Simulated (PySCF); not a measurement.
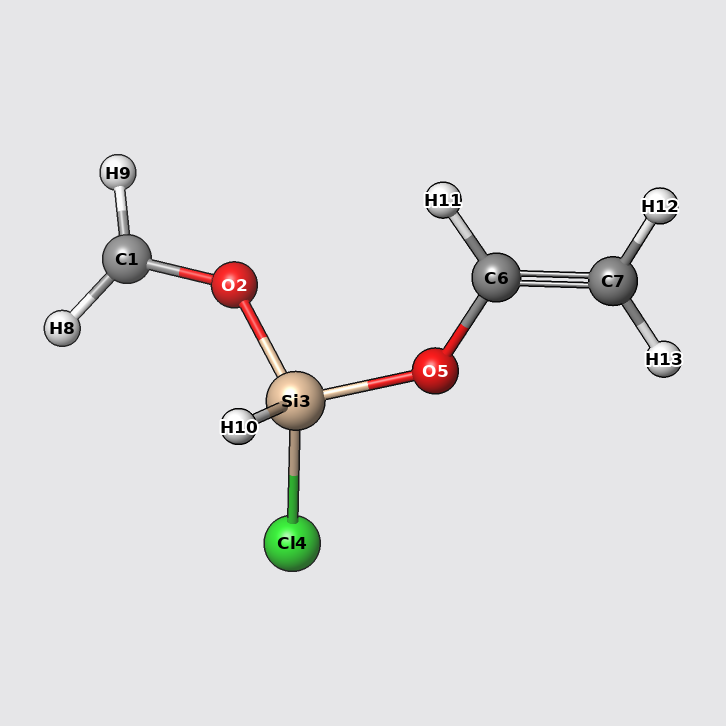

Charge 0, doublet. The computed structure is the end point of a GFN2-xTB optimisation. No frequency run is at hand to confirm it as a minimum. Method: UKS B3LYP, pcH-1 on C Cl H O Si, non-relativistic (PySCF 2.14.0).

Give the isotropic hyperfine couplings (Fermi-contact term alone) of C1, O2, Si3, Cl4, O5, C6, C7, H8, H9, H10, H11, H12, H13.

| atom | isotope | a_iso (MHz) |
| --- | --- | --- |
| C1 | 13C | 100.6 |
| O2 | 17O | −11.5 |
| Si3 | 29Si | 1.5 |
| Cl4 | 35Cl | 2.4 |
| O5 | 17O | −0.9 |
| C6 | 13C | 0.5 |
| C7 | 13C | 0.1 |
| H8 | 1H | −61.5 |
| H9 | 1H | −62.2 |
| H10 | 1H | 3.2 |
| H11 | 1H | 0.0 |
| H12 | 1H | −0.1 |
| H13 | 1H | 0.0 |

The geometry is semi-empirical. Around Si such bond lengths and angles can be off by a tenth of an ångström or more and by several degrees, and values that hang on the shape move with them.
